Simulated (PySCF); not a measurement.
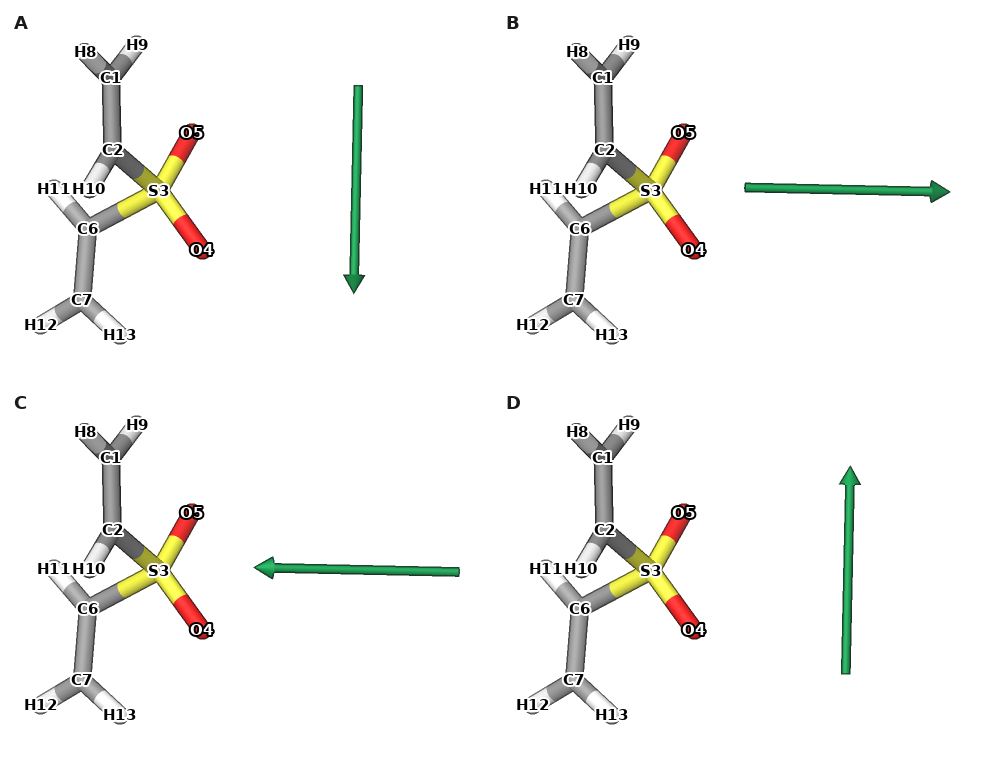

The same molecule four times, each with an arrow. Computed geometry: PBE0-D3(BJ)/def2-SVP optimisation. No frequency run is at hand to confirm it as a minimum. Level of theory: PBE0/aug-cc-pVDZ, gas phase (PySCF 2.14.0).

**Which arrow points along the dipole moment, from the negative to the positive end?**

C. The dipole moment is 4.54 D; it points from the side of O4, O5 to the side of H8, H12 (the outermost atoms at the two ends).
